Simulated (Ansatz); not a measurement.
```yaml
atoms:
  - { symbol: C, position_ang: [-3.1044, -0.8724, 0.6769] }
  - { symbol: Cl, position_ang: [-1.0042, -1.4383, -2.8303] }
  - { symbol: Cl, position_ang: [0.9093, -0.2504, -0.0476] }
  - { symbol: Cl, position_ang: [-1.3360, 1.9584, -1.7491] }
  - { symbol: N, position_ang: [-2.0685, -0.4931, -0.1988] }
  - { symbol: V, position_ang: [-0.9077, -0.0679, -1.1789] }
  - { symbol: H, position_ang: [-3.6322, -1.7550, 0.2775] }
  - { symbol: H, position_ang: [-2.6884, -1.1222, 1.6677] }
  - { symbol: H, position_ang: [-3.8253, -0.0449, 0.7896] }
```

Geometry: PBE0-D4/def2-SVP.

These are results of Ansatz 0.2.0, isolated molecule in a Gaussian basis; Kohn-Sham density functional theory, functional PBE0, not measurements.

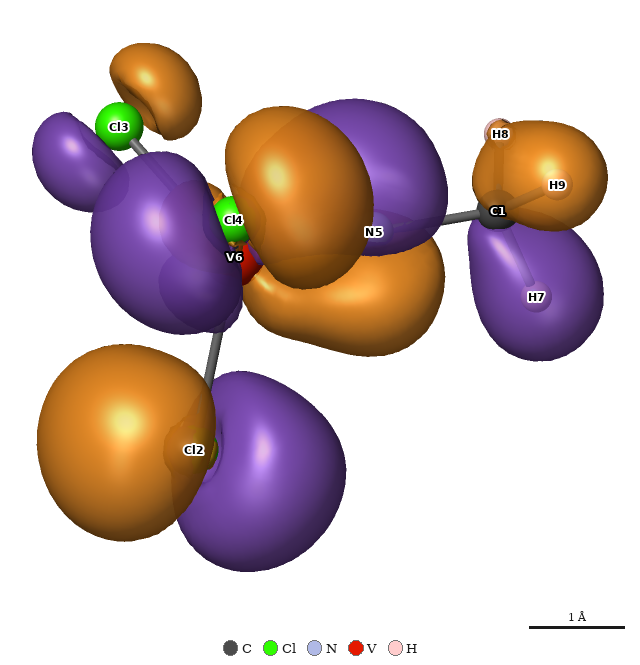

CH3Cl3NV (SMILES C[N]=[V]([Cl])([Cl])[Cl]). The HOMO at ±0.08 Å⁻³ᐟ² (orange and purple are the two phases), seen at a tilt.

> What is the character of this orbital?

By Hirshfeld shares it lies mainly on Cl2 (about 35 %), N5 (about 25 %), Cl4 (about 20 %) and V6 (about 10 %); largely a combination of lone pairs on Cl2, N5 and Cl4. It is one of a degenerate set, so its orientation is arbitrary. Its energy is −8.58 eV.
